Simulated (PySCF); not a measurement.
C4H9Cl: excited-state calculation

C4H9Cl (Butane, 1-chloro-), computed with TDDFT B3LYP/def2-SVPD, vertical, gas phase, core orbitals frozen in the response (PySCF 2.14.0).

The geometry comes from this level: PBE0-D3(BJ)/def2-SVP.

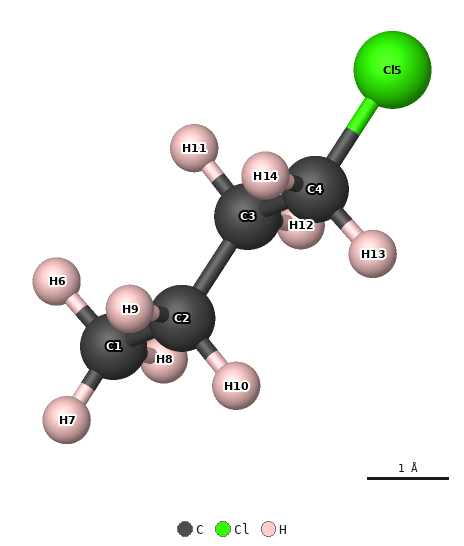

**Figure 1.** The input geometry (ball-and-stick view, seen at a tilt; atoms are numbered from 1 in the order of the input). Bond lengths as drawn: C–C 1.51 to 1.52 Å, C–Cl 1.79 Å and C–H 1.10 Å.

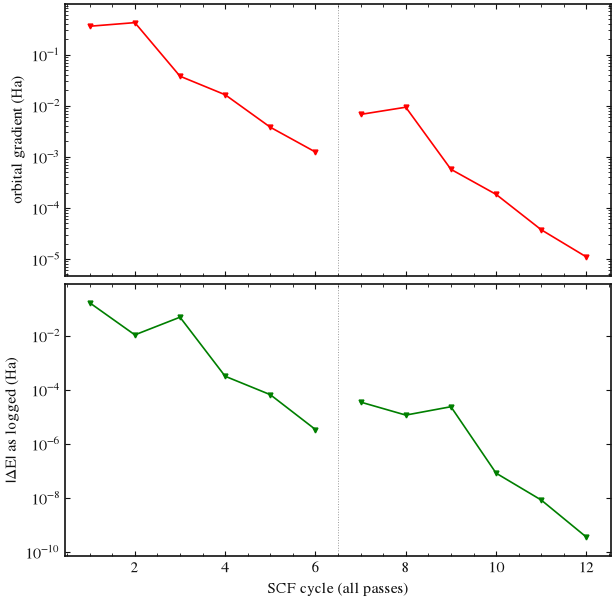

**Figure 2.** Convergence of the self-consistent field: orbital gradient and size of the energy change against the SCF cycle. The dotted line marks the change from a coarse to the final integration grid. The first 6 cycles use a coarse grid, the final grid takes over at cycle 7, and the field converges after 12 cycles in all.

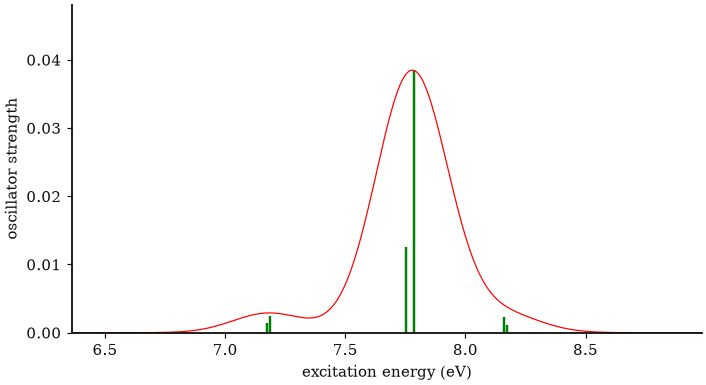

**Figure 3.** Computed excitations as sticks (degenerate states added up, dark ones marked on the axis), with a Gaussian envelope of 0.35 eV full width at half maximum, scaled to the tallest. Of the 6 states the lowest lies at 7.17 eV (f = 0.001); the strongest line is at 7.79 eV, or 159 nm (f = 0.038).

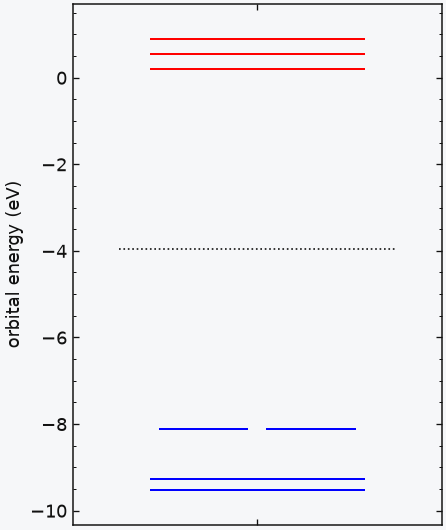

**Figure 4.** Orbital energies near the frontier; the dotted line parts filled from empty levels, and levels within 0.02 eV of each other stand side by side. Highest filled −8.11 eV, lowest empty 0.20 eV, 8.31 eV apart.

The input and output of the run follow.

### The input
```
{"job": {"kind": "uv", "xc": "B3LYP", "basis": "def2-SVPD", "dynamic": true, "nstates": 6, "ntriplets": 0}, "charge": 0, "multiplicity": 1}
C     -1.605207     0.131309     0.204107
C     -0.127904     0.159610    -0.153984
C      0.777050     0.246704     1.069233
C      2.244047     0.275504     0.700557
Cl     3.290026     0.385896     2.148561
H     -1.843697    -0.732823     0.844433
H     -2.237814     0.065543    -0.693687
H     -1.899652     1.039131     0.754328
H      0.129852    -0.742710    -0.736286
H      0.076108     1.015594    -0.821287
H      0.592458    -0.610329     1.738691
H      0.537458     1.151055     1.653676
H      2.484009     1.142215     0.067817
H      2.542550    -0.634534     0.160342
```

The first line tells a small driver script what to run in PySCF; the rest is the geometry in Å.

Command:
```bash
OMP_NUM_THREADS=1 python <driver script> task.json out
```

### The program's output
```
coarse grid: 11552 points
cycle   1  E = -617.7118887063  dE =  1.634e-01  |g| = 3.591e-01  |ddm| = 4.675e+00
cycle   2  E = -617.7012443077  dE =  1.064e-02  |g| = 4.225e-01  |ddm| = 1.165e+00
cycle   3  E = -617.7491640611  dE = -4.792e-02  |g| = 3.780e-02  |ddm| = 5.544e-01
cycle   4  E = -617.7494775146  dE = -3.135e-04  |g| = 1.639e-02  |ddm| = 9.473e-02
cycle   5  E = -617.7495428303  dE = -6.532e-05  |g| = 3.794e-03  |ddm| = 3.072e-02
cycle   6  E = -617.7495461855  dE = -3.355e-06  |g| = 1.240e-03  |ddm| = 8.601e-03
final grid: 104928 points
cycle   7  E = -617.8278820457  dE = -3.473e-05  |g| = 6.755e-03  |ddm| = 9.300e-02
cycle   8  E = -617.8278705528  dE =  1.149e-05  |g| = 9.347e-03  |ddm| = 2.111e-02
cycle   9  E = -617.8278939931  dE = -2.344e-05  |g| = 5.692e-04  |ddm| = 1.271e-02
cycle  10  E = -617.8278940749  dE = -8.184e-08  |g| = 1.840e-04  |ddm| = 1.213e-03
cycle  11  E = -617.8278940832  dE = -8.301e-09  |g| = 3.736e-05  |ddm| = 2.985e-04
cycle  12  E = -617.8278940836  dE = -3.531e-10  |g| = 1.097e-05  |ddm| = 7.805e-05
converged SCF energy = -617.8278940836

Static polarisability (au): isotropic 66.791, principal 56.599 61.213 82.560

Singlet excitations
state   eV       nm        f      main configurations
  1   7.1747    172.8   0.00143   H-1->L 0.78, H-1->L+1 0.17
  2   7.1854    172.6   0.00238   H->L 0.81, H->L+1 0.14
  3   7.7533    159.9   0.01249   H-1->L+1 0.47, H-1->L+2 0.34, H-1->L 0.17
  4   7.7862    159.2   0.03848   H->L+1 0.56, H->L+2 0.28, H->L 0.14
  5   8.1603    151.9   0.00233   H->L+2 0.68, H->L+1 0.27
  6   8.1725    151.7   0.00113   H-1->L+2 0.62, H-1->L+1 0.32
```

### Results in brief

- outcome: converged
- total energy: −617.827894 hartree
- HOMO: −8.11 eV
- LUMO: 0.20 eV
- dipole moment: 2.31 D
- mean polarisability: 66.79 a.u.
- lowest excitation: 7.17 eV
- hardware: 1 CPU thread, shared host
- wall time: 35 s
- peak memory: 0.76 GiB
